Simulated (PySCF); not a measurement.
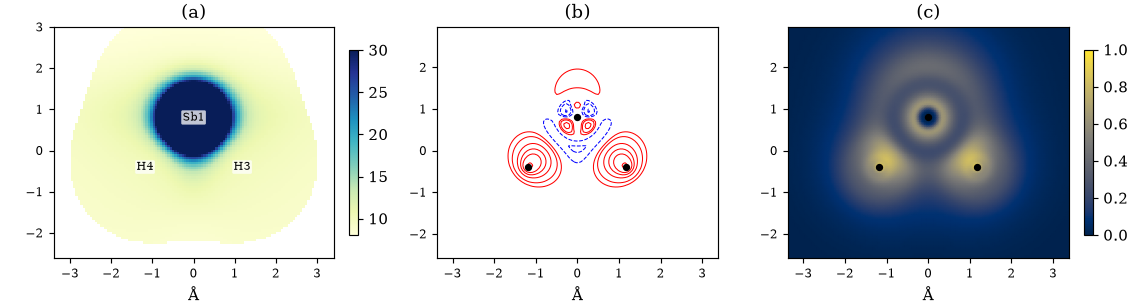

H₃Sb, SMILES `[SbH3]`. Three fields in the plane of Sb1, H3 and H4. (b): solid red lines positive, dashed blue lines negative.

PySCF calculation, B3LYP/def2-SVP, gas phase; geometry: GFN2-xTB. Core potentials replace the inner electrons of Sb; spin–orbit coupling isn't included. No frequency check shows the geometry to be a minimum. GFN2-xTB bond lengths at metals and heavier atoms can be off by up to 0.1 Å and shapes distorted, which carries into these values.

The calculation's input:

```python
import numpy as np
from pyscf import gto, scf, dft
from pyscf.scf import atom_ks, atom_hf
from scipy.linalg import block_diag

def solve(mol, dm0=None, hcore=None):
    mf = (dft.UKS if mol.spin else dft.RKS)(mol, xc='b3lyp')
    mf.grids.level = 3
    mf = mf.density_fit(auxbasis='def2-universal-jkfit')
    mf.conv_tol, mf.max_cycle = 1e-8, 80
    if hcore is not None:
        mf.get_hcore = lambda *args: hcore
    mf.kernel(dm0)
    if not mf.converged:
        mf = mf.newton().run(mf.mo_coeff, mf.mo_occ, max_cycle=30)
    assert mf.converged, 'SCF not converged'
    return mf

mol = gto.M(atom='''
Sb     0.04032     0.03509     0.01323
H      0.23795    -1.47300    -0.70938
H     -1.06194    -0.65811     1.08102
H     -1.23219     0.34129    -1.04656
''', basis='def2-svp', ecp={'Sb': 'def2-svp'}, charge=0, spin=0, verbose=4)
mf = solve(mol)
mf.analyze()
# spherically averaged free atoms, for the promolecule
atom_ks.AtomSphAverageRKS.init_guess_by_vsap = lambda self, mol=None: self.init_guess_by_minao(mol)  # core potentials
atm = atom_ks.get_atm_nrks(mol, xc='b3lyp')
pro = block_diag(*[(atm[a[0]][2] * atm[a[0]][3]) @ atm[a[0]][2].T for a in mol._atom])
np.savez('result.npz', e=mf.e_tot, c=mf.mo_coeff, occ=mf.mo_occ, eps=mf.mo_energy, pro=pro, dip=mf.dip_moment(verbose=0), s2=mf.spin_square()[0])
```

Launched as:

```sh
OMP_NUM_THREADS=1 python input.py
```

The run took 4.3 s on 1 thread of Arm Neoverse N1 (shared host), peak memory 0.19 GiB.

Partitions, critical points and surface values were worked out afterwards from this run's density.

> The panels show, in some order, the average local ionisation energy, deformation density and localised orbital locator (LOL). Which is which?

(a) is the average local ionisation energy: it is high near the heavier nuclei and lowest where loosely bound electrons reach out. (b) is the deformation density: it has both signs, with gains where valence electrons gather and losses around them. (c) is the localised orbital locator (LOL): it runs from 0 to 1, peaks where electrons are localised, as in bonds, and fades smoothly outside.
